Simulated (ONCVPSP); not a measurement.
**Os: pseudopotential generation**

System: osmium (Os, Z = 76), core [Kr] 4d10, reference valence 4f14 5s2 5p6 5d6 6s1.5 (an ion of charge +0.5), valence charge 30.
Method: ONCV potential, PBE, scalar-relativistic, made with ONCVPSP 4.0.1.

**The program's output (extracts)**
```
ONCVPSP  (Optimized Norm-Conservinng Vanderbilt PSeudopotential)
scalar-relativistic version 4.0.1

#   n    l    f        energy (Ha)
    1    0    2.00    -2.7152163E+03
    2    0    2.00    -4.7299123E+02
    2    1    6.00    -4.1182181E+02
    3    0    2.00    -1.1018132E+02
    3    1    6.00    -9.2223907E+01
    3    2   10.00    -7.2180605E+01
    4    0    2.00    -2.3364672E+01
    4    1    6.00    -1.7476077E+01
    4    2   10.00    -1.0169556E+01
    4    3   14.00    -2.0522970E+00
    5    0    2.00    -3.5069952E+00
    5    1    6.00    -2.0114613E+00
    5    2    6.00    -3.7005092E-01
    6    0    1.50    -3.5092662E-01

Reference configufation results
  iterations    27
  all-electron total energy (Ha)   -1.72537095D+04

Begin loop to  construct optimized pseudo wave functions
and semi-local pseudopoentials for all angular momenta

Calculating optimized projector #   1

 for l=   0

    Fraction of norm inside rc  0.904353
    Optimizing pswf for qcut=   8.91 a_B^-1,  ecut=  39.69 Ha
    Residual kinetic energy error=  1.97D-06 Ha

    Energy error per electron        Cutoff
         Ha          eV             Ha
         0.01000     0.27211       23.38
         0.00100     0.02721       28.97
         0.00010     0.00272       33.49
         0.00001     0.00027       37.17

Calculating optimized projector #   2

 for l=   0

    Fraction of norm inside rc  0.050785
    Optimizing pswf for qcut=   8.91 a_B^-1,  ecut=  39.69 Ha
    Residual kinetic energy error=  1.45D-06 Ha

    Energy error per electron        Cutoff
         Ha          eV             Ha
         0.01000     0.27211       19.40
         0.00100     0.02721       26.57
         0.00010     0.00272       32.30
         0.00001     0.00027       36.37

   Wellstate for l =  1  n =  7
     eigenvalue =   1.6885
     asymptotic potential =   2.1885
     half-point radius =  3.2835

Calculating optimized projector #   1

 for l=   1

    Fraction of norm inside rc  0.467222
    Optimizing pswf for qcut=   7.10 a_B^-1,  ecut=  25.20 Ha
    Residual kinetic energy error=  1.14D-02 Ha

    Energy error per electron        Cutoff
         Ha          eV             Ha
         0.01000     0.27211       26.11
         0.00100     0.02721       96.59
         0.00010     0.00272      248.30
         0.00001     0.00027      282.16

Calculating optimized projector #   2

 for l=   1

    Fraction of norm inside rc  0.045838
    Optimizing pswf for qcut=   7.10 a_B^-1,  ecut=  25.20 Ha
    Residual kinetic energy error=  4.56D-03 Ha

    Energy error per electron        Cutoff
         Ha          eV             Ha
         0.01000     0.27211       20.28
         0.00100     0.02721       90.59
         0.00010     0.00272      322.19
         0.00001     0.00027      361.04

   Wellstate for l =  2  n =  6
     eigenvalue =   0.8299
     asymptotic potential =   1.3299
     half-point radius =  3.3224

   Wellstate for l =  2  n =  7
     eigenvalue =   2.0299
     asymptotic potential =   2.5299
     half-point radius =  3.7981

Calculating optimized projector #   1

 for l=   2

    Fraction of norm inside rc  0.705438
    Optimizing pswf for qcut=   6.71 a_B^-1,  ecut=  22.48 Ha
    Residual kinetic energy error=  3.31D-06 Ha

    Energy error per electron        Cutoff
         Ha          eV             Ha
         0.01000     0.27211       12.57
         0.00100     0.02721       16.00
         0.00010     0.00272       18.91
         0.00001     0.00027       21.34

Calculating optimized projector #   2

 for l=   2

    Fraction of norm inside rc  0.188594
    Optimizing pswf for qcut=   6.71 a_B^-1,  ecut=  22.48 Ha
    Residual kinetic energy error=  3.81D-06 Ha

    Energy error per electron        Cutoff
         Ha          eV             Ha
         0.01000     0.27211       12.79
         0.00100     0.02721       16.25
         0.00010     0.00272       19.14
         0.00001     0.00027       21.70

Calculating optimized projector #   3

 for l=   2

    Fraction of norm inside rc  0.134673
    Optimizing pswf for qcut=   6.71 a_B^-1,  ecut=  22.48 Ha
    Residual kinetic energy error=  8.56D-06 Ha

    Energy error per electron        Cutoff
         Ha          eV             Ha
         0.01000     0.27211       13.30
         0.00100     0.02721       16.92
         0.00010     0.00272       19.83
         0.00001     0.00027       22.62

WARNING wellstate: negative energy specified for n= 5 l=  3
WARNING scattering state with energy  0.25000000
WARNING will be used for the first projector

   Wellstate for l =  3  n =  5
     eigenvalue =   0.2500
     asymptotic potential =   0.7500
     half-point radius =  8.6509

Calculating optimized projector #   1

 for l=   3

    Fraction of norm inside rc  0.843859
    Optimizing pswf for qcut=  24.29 a_B^-1,  ecut= 295.06 Ha
    Residual kinetic energy error=  3.55D-07 Ha

    Energy error per electron        Cutoff
         Ha          eV             Ha
         0.01000     0.27211      204.90
         0.00100     0.02721      233.25
         0.00010     0.00272      254.41
         0.00001     0.00027      272.31

Calculating optimized projector #   2

 for l=   3

    Fraction of norm inside rc  0.000811
    Optimizing pswf for qcut=  24.29 a_B^-1,  ecut= 295.06 Ha
    Residual kinetic energy error=  1.43D-09 Ha

    Energy error per electron        Cutoff
         Ha          eV             Ha
         0.01000     0.27211       82.24
         0.00100     0.02721      140.50
         0.00010     0.00272      183.90
         0.00001     0.00027      217.70

Construct Vanderbilt / Kleinmman-Bylander projectors

B matrix Hermiticity error, ll=   0
   1   2    5.1276E-04

  Orthonormal projector coefficients  3.3121E+01  4.0693E+00

B matrix Hermiticity error, ll=   1
   1   2   -5.6596E-04

  Orthonormal projector coefficients  3.9364E+01  7.4892E+00

B matrix Hermiticity error, ll=   2
   1   2    1.5439E-04
   1   3   -2.4169E-04
   2   3    1.0273E-04

  Orthonormal projector coefficients  2.0799E+01  1.9892E+00  2.4650E-01

B matrix Hermiticity error, ll=   3
   1   2    1.0478E-04

  Orthonormal projector coefficients -2.3427E+01 -9.7640E+00

Model core correction analysis
  based on d2Exc/dn_idn_j

d2excae - all-electron derivatives

   -2.739910D-02   -1.130416D-02   -7.779442D-03   -2.884099D-03
   -9.395820D-04
   -1.130403D-02   -2.937089D-02   -2.544605D-02   -1.209945D-02
   -1.773361D-03
   -7.779367D-03   -2.544609D-02   -2.523974D-02   -1.562105D-02
   -2.711640D-03
   -2.884082D-03   -1.209948D-02   -1.562106D-02   -1.837400D-02
   -1.220360D-02
   -9.395723D-04   -1.773241D-03   -2.711224D-03   -1.220201D-02
   -2.640418D-02

d2excps - pseudofunction derivatives with no core correction

   -5.251157D-02   -1.560193D-02   -9.423288D-03   -3.034710D-03
   -1.415585D-03
   -1.560184D-02   -3.066120D-02   -2.662919D-02   -1.275382D-02
   -1.938015D-03
   -9.423244D-03   -2.662924D-02   -2.636038D-02   -1.610153D-02
   -2.828121D-03
   -3.034704D-03   -1.275388D-02   -1.610157D-02   -1.854551D-02
   -1.227378D-02
   -1.415588D-03   -1.937905D-03   -2.827709D-03   -1.227218D-02
   -2.642029D-02

rms 2nd derivative error    5.217818E-03

rmatch, rhocmatch    0.6325   54.8088

Teter function model core charge with specified parameters

d2excps - pseudofunction derivatives with core correction

   -4.142023D-02   -1.449008D-02   -8.996992D-03   -2.963481D-03
   -1.280018D-03
   -1.448996D-02   -3.027827D-02   -2.651682D-02   -1.274177D-02
   -1.884998D-03
   -8.996927D-03   -2.651686D-02   -2.636356D-02   -1.611547D-02
   -2.806706D-03
   -2.963472D-03   -1.274182D-02   -1.611550D-02   -1.855351D-02
   -1.226926D-02
   -1.280015D-03   -1.884884D-03   -2.806293D-03   -1.226767D-02
   -2.641386D-02

rms 2nd derivative error    3.005854E-03

Pseudoatom total energy -440.699579

Diagnostic tests using Vanderbilt-Kleinman-Bylander pseudopotentials
  1 or more projectors used as specified by nproj input data

   l    rcore       rmatch      e in        delta e   norm test  slope test

   0   1.4527897   1.4968995  -3.5069952  -0.0000017   1.0002314   1.0002307
   0   1.4527897   1.4968995  -0.3509266   0.0000092   1.0000716   1.0000619

   1   1.1033051   1.1368039  -2.0114613  -0.0000244   1.0002004   1.0002851
   1   1.1033051   1.1368039   1.6885387   0.0000314   1.0006378   1.0006378

   2   2.0553493   2.1177541  -0.3700509   0.0000068   1.0000884   1.0001161
   2   2.0553493   2.1177541   0.8299491   0.0000082   1.0002554   1.0002554
   2   2.0553493   2.1177541   2.0299491   0.0000200   1.0002865   1.0002865

   3   0.8035310   0.8279280  -2.0522970  -0.0000543   1.0006241   1.0006250
   3   0.8035310   0.8279280   0.2500000  -0.0001059   1.0010192   1.0010192

 Testing for bound ghosts
   n   l    E NL Schr. Eq   E Basis Diag.   E Cutoff

       0                      -57.229312    125.06  WARNING - GHOST(-)
   1   0       -3.506997       -3.506978    125.06
   2   0       -0.350917       -0.264052    125.06

       1                      -16.227445    409.82  WARNING - GHOST(-)
   2   1       -2.011486       -2.009144    409.82

   3   2       -0.370044       -0.369317    104.96

   4   3       -2.052351       -2.050931    602.81

 Testing for highly-localized positive-energy ghosts
       l    <radius>/rc     E Basis Diag.   E Cutoff

       0        0.479512        7.553161    125.06  WARNING - GHOST(+)

       2        0.197171        4.758588    104.96  WARNING - GHOST(+)

Test configuration 0

   n   l     f        eae           eps        diff
   1   0  2.0000-2715.21626729
   2   0  2.0000 -472.99122706
   2   1  6.0000 -411.82181194
   3   0  2.0000 -110.18132392
   3   1  6.0000  -92.22390715
   3   2 10.0000  -72.18060540
   4   0  2.0000  -23.36467194
   4   1  6.0000  -17.47607701
   4   2 10.0000  -10.16955596
   4   3 14.0000   -2.05229695   -2.05235123   -5.43D-05
   5   0  2.0000   -3.50699523   -3.50699696   -1.73D-06
   5   1  6.0000   -2.01146133   -2.01148576   -2.44D-05
   5   2  6.0000   -0.37005092   -0.37004413    6.78D-06
   6   0  1.5000   -0.35092662   -0.35091738    9.23D-06

    Total energies and differences
      AE_ref= -1.72537095D+04  AE_tst= -1.72537095D+04  dif=  0.00D+00
      PS_ref= -4.40699579D+02  PS_tst= -4.40699579D+02  dif= -3.41D-13
      PSP excitation error=  3.41D-13

Test configuration 1

   n   l     f        eae           eps        diff
   1   0  2.0000-2715.07338289
   2   0  2.0000 -472.84936549
   2   1  6.0000 -411.67992553
   3   0  2.0000 -110.03926245
   3   1  6.0000  -92.08184394
   3   2 10.0000  -72.03862519
   4   0  2.0000  -23.22249729
   4   1  6.0000  -17.33391857
   4   2 10.0000  -10.02745036
   4   3 14.0000   -1.91018119   -1.90943907    7.42D-04
   5   0  2.0000   -3.36448080   -3.36434947    1.31D-04
   5   1  6.0000   -1.86832863   -1.86832636    2.27D-06
   5   2  6.0000   -0.22987448   -0.22988284   -8.36D-06
   6   0  2.0000   -0.22589415   -0.22587366    2.05D-05

    Total energies and differences
      AE_ref= -1.72537095D+04  AE_tst= -1.72538533D+04  dif= -1.44D-01
      PS_ref= -4.40699579D+02  PS_tst= -4.40843457D+02  dif= -1.44D-01
      PSP excitation error=  4.71D-05

Test configuration 2

   n   l     f        eae           eps        diff
   1   0  2.0000-2715.37036965
   2   0  2.0000 -473.14411200
   2   1  6.0000 -411.97472877
   3   0  2.0000 -110.33436812
   3   1  6.0000  -92.37695357
   3   2 10.0000  -72.33356469
   4   0  2.0000  -23.51781572
   4   1  6.0000  -17.62919982
   4   2 10.0000  -10.32261326
   4   3 14.0000   -2.20533468   -2.20629794   -9.63D-04
   5   0  2.0000   -3.66027807   -3.66044133   -1.63D-04
   5   1  6.0000   -2.16520566   -2.16526700   -6.13D-05
   5   2  6.0000   -0.51959560   -0.51957454    2.11D-05
   6   0  1.0000   -0.48294298   -0.48295429   -1.13D-05

    Total energies and differences
      AE_ref= -1.72537095D+04  AE_tst= -1.72535014D+04  dif=  2.08D-01
      PS_ref= -4.40699579D+02  PS_tst= -4.40491377D+02  dif=  2.08D-01
      PSP excitation error= -7.41D-05

Test configuration 3

   n   l     f        eae           eps        diff
   1   0  2.0000-2715.70820885
   2   0  2.0000 -473.47894437
   2   1  6.0000 -412.30964734
   3   0  2.0000 -110.66934890
   3   1  6.0000  -92.71194032
   3   2 10.0000  -72.66837248
   4   0  2.0000  -23.85293710
   4   1  6.0000  -17.96426499
   4   2 10.0000  -10.65750964
   4   3 14.0000   -2.54008427   -2.54317977   -3.10D-03
   5   0  2.0000   -3.99490762   -3.99548148   -5.74D-04
   5   1  6.0000   -2.50006319   -2.50023348   -1.70D-04
   5   2  6.0000   -0.84242710   -0.84238249    4.46D-05

    Total energies and differences
      AE_ref= -1.72537095D+04  AE_tst= -1.72528797D+04  dif=  8.30D-01
      PS_ref= -4.40699579D+02  PS_tst= -4.39869515D+02  dif=  8.30D-01
      PSP excitation error= -3.28D-04

Test configuration 4

   n   l     f        eae           eps        diff
   1   0  2.0000-2715.67624985
   2   0  2.0000 -473.42906179
   2   1  6.0000 -412.26074007
   3   0  2.0000 -110.60992176
   3   1  6.0000  -92.65262902
   3   2 10.0000  -72.60940251
   4   0  2.0000  -23.79391674
   4   1  6.0000  -17.90527180
   4   2 10.0000  -10.59726429
   4   3 14.0000   -2.47208804   -2.47993083   -7.84D-03
   5   0  1.0000   -3.87456435   -3.87780764   -3.24D-03
   5   1  6.0000   -2.35273785   -2.35365888   -9.21D-04
   5   2  6.0000   -0.64029499   -0.63986221    4.33D-04
   6   0  2.0000   -0.53047028   -0.53074040   -2.70D-04

    Total energies and differences
      AE_ref= -1.72537095D+04  AE_tst= -1.72502435D+04  dif=  3.47D+00
      PS_ref= -4.40699579D+02  PS_tst= -4.37229493D+02  dif=  3.47D+00
      PSP excitation error= -4.14D-03
```

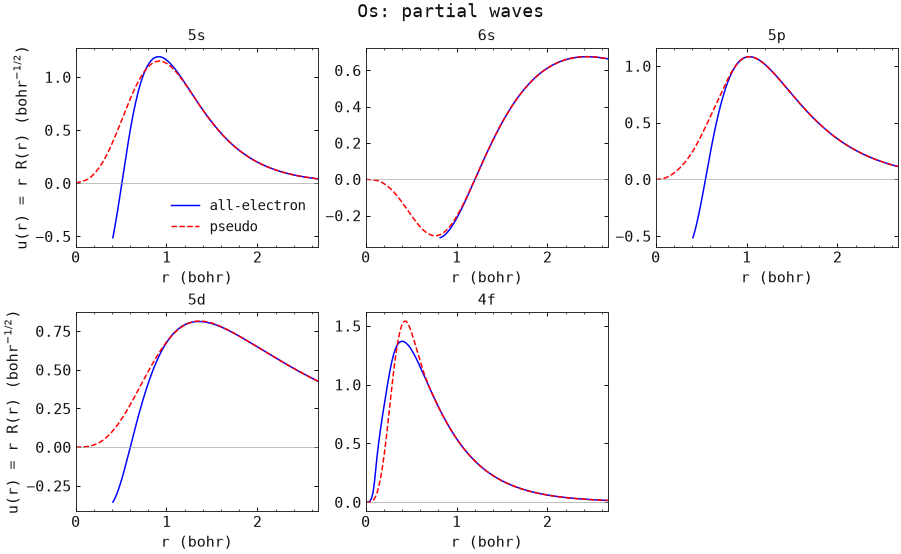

Pseudo-waves (dashed) against the all-electron radial functions (solid). The innermost oscillations of some all-electron curves aren't drawn. Reference configuration 4f14 5s2 5p6 5d6 6s1.5.

- Matching radii: 5s at 1.45 bohr; 6s at 1.45 bohr; 5p at 1.10 bohr; 5d at 2.05 bohr; 4f at 0.80 bohr. The curves merge smoothly, so the plot gives these only roughly.
- Nodes of the pseudo-waves: 5s has no node; 6s has a node at about 1.2 bohr; 5p has no node; 5d has no node; 4f has no node. A node in 6s is expected, since a lower shell of the same l is also in the valence and the two must stay orthogonal.
- Cutoffs needed: 233 Ha (loose) and 254 Ha (tight), as the cutoffs at which the residual kinetic energy of the hardest occupied pseudo-wave falls to 1 and 0.1 mHa per electron. The potential isn't sound: its ghost test gives GHOST(-) flagged for s at -1557.3 eV, p at -441.6 eV; GHOST(+) flagged for s at 205.5 eV, d at 129.5 eV.

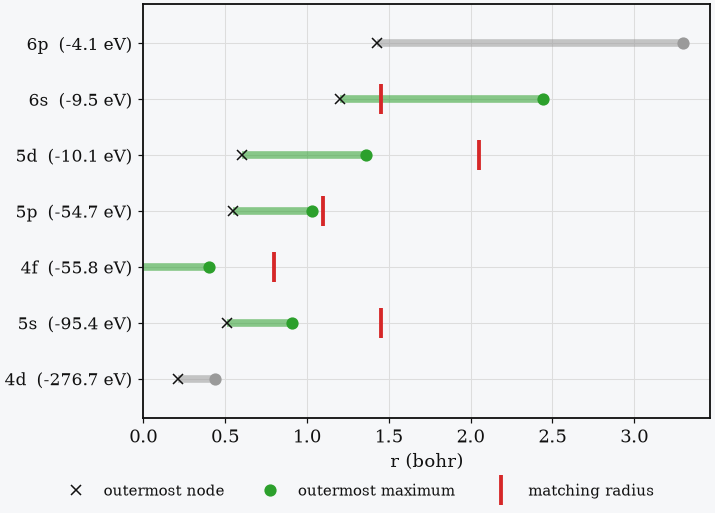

Outer shells of the all-electron reference atom: each bar runs from the outermost node (or the nucleus) to the outermost maximum of u(r); the tick is the radius chosen for the pseudo-wave. Shells without a tick have no pseudo-wave of their own. Levels, nodes and maxima are from ld1.x, scalar-relativistic.

- Radii against the shells: 5s: 1.45 bohr, outside the maximum; 4f: 0.80 bohr, outside the maximum; 5p: 1.10 bohr, outside the maximum; 5d: 2.05 bohr, outside the maximum; 6s: 1.45 bohr, between node and maximum.

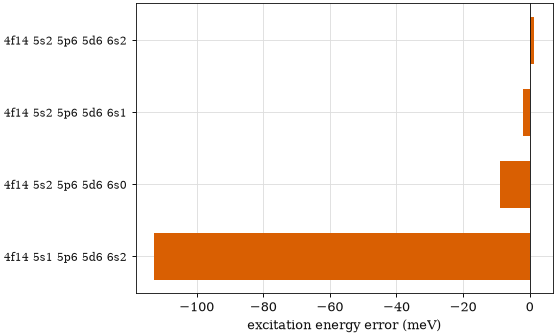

Errors, all-electron minus pseudo, of the energies of valence configurations relative to the unpolarised reference 4f14 5s2 5p6 5d6 6s1.5.

- Worst configuration: 4f14 5s1 5p6 5d6 6s2 (charge +1): the error is -113 meV on an all-electron energy of +94.31 eV relative to the reference, or 0.12 %.
- Errors in meV: 4f14 5s2 5p6 5d6 6s2: +1.3; 4f14 5s2 5p6 5d6 6s1: -2.0; 4f14 5s2 5p6 5d6 6s0: -8.9; 4f14 5s1 5p6 5d6 6s2: -113.

**Input**
```
# ATOM AND REFERENCE CONFIGURATION
# atsym  z   nc   nv     iexc    psfile
  Os 76.00    9    5        4      upf
#
#   n    l    f
    1    0    2.00
    2    0    2.00
    2    1    6.00
    3    0    2.00
    3    1    6.00
    3    2   10.00
    4    0    2.00
    4    1    6.00
    4    2   10.00
    4    3   14.00
    5    0    2.00
    5    1    6.00
    5    2    6.00
    6    0    1.50
#
# PSEUDOPOTENTIAL AND OPTIMIZATION
# lmax
    3
#
#   l,   rc,      ep,       ncon, nbas, qcut
    0    1.45    0.00    4    8    8.90
    1    1.10    0.00    5   10    7.10
    2    2.05    0.00    4    8    6.70
    3    0.80    0.00    4    8   24.30
#
# LOCAL POTENTIAL
# lloc, lpopt,  rc(5),   dvloc0
    4    5    0.50    4.00
#
# VANDERBILT-KLEINMAN-BYLANDER PROJECTORs
# l, nproj, debl
    0    2    3.30
    1    2    3.70
    2    3    1.20
    3    2    1.10
#
# MODEL CORE CHARGE
# icmod, fcfact, rcfact
    3    5.75    1.05
#
# LOG DERIVATIVE ANALYSIS
# epsh1, epsh2, depsh
   -5.00    5.00    0.04
#
# OUTPUT GRID
# rlmax, drl
    6.00    0.01
#
# TEST CONFIGURATIONS
# ncnf
    4
# nvcnf
#   n    l    f
    5
    4    3   14.00
    5    0    2.00
    5    1    6.00
    5    2    6.00
    6    0    2.00
#
    5
    4    3   14.00
    5    0    2.00
    5    1    6.00
    5    2    6.00
    6    0    1.00
#
    5
    4    3   14.00
    5    0    2.00
    5    1    6.00
    5    2    6.00
    6    0    0.00
#
    5
    4    3   14.00
    5    0    1.00
    5    1    6.00
    5    2    6.00
    6    0    2.00
#
```

Launched with:
```bash
oncvpsp.x < Os.dat > Os.out
```

**Summary**

- outcome: generated, with a ghost state
- cutoffs needed: 233 Ha and 254 Ha (the cutoffs at which the residual kinetic energy of the hardest occupied pseudo-wave falls to 1 and 0.1 mHa per electron)
- ghost test: GHOST(-) flagged for s at -1557.3 eV, p at -441.6 eV; GHOST(+) flagged for s at 205.5 eV, d at 129.5 eV
- largest excitation error: -113 meV (all-electron minus pseudo) for 4f14 5s1 5p6 5d6 6s2, out of 4 test configurations
- rms error of d²Exc/dni dnj: 5.22 mHa without and 3.01 mHa with the model core
- range over which the phases arctan(r R′/R) at the test radius agree within 0.05 rad (a looser test near the poles than one of phase shifts): s: over the whole range computed; p: over the whole range computed; d: up to about 4.7 Ha; f: over the whole range computed
- hardware: 1 CPU thread, shared host
- wall time: 8 s

**Notes**

The potential has a bound ghost state, so it can't be used as it stands. Warnings of the program, in the generation or the tests: wellstate: negative energy specified for n= 5 l= 3.
